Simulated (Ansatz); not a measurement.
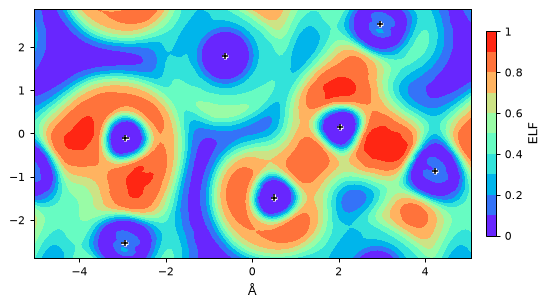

The ELF on a plane through atoms (crosses mark nuclei in the plane).

These are results of Ansatz 0.2.0, DFT, r2SCAN+rVV10, plane waves, PAW, not measurements.

Candidates:
A. Al$_{2}$SbP$_{3}$, a = 9.41 Å, b = 4.80 Å, c = 6.16 Å, α = 90.00°, β = 124.67°, γ = 90.00°. Space group Cm; a structure from a database of computed crystals, not necessarily the ambient phase; started from the Ca2ZnGa3-8 prototype, which need not be the ambient phase.
B. Cu$_{2}$SiO$_{3}$, a = 3.55 Å, b = 3.55 Å, c = 5.57 Å, α = 90.00°, β = 90.00°, γ = 120.00°. Space group P-6m2; a structure from a database of computed crystals, not necessarily the ambient phase; started from the Ce2CuGe3-187 prototype, which need not be the ambient phase; computed without spin polarisation.

### Which system is this?

Candidate A: Al$_{2}$SbP$_{3}$ on the (010) plane of the conventional cell, which holds Al, Sb and P. P–P (2.24 Å): the ELF peaks at about 0.90 between the atoms.
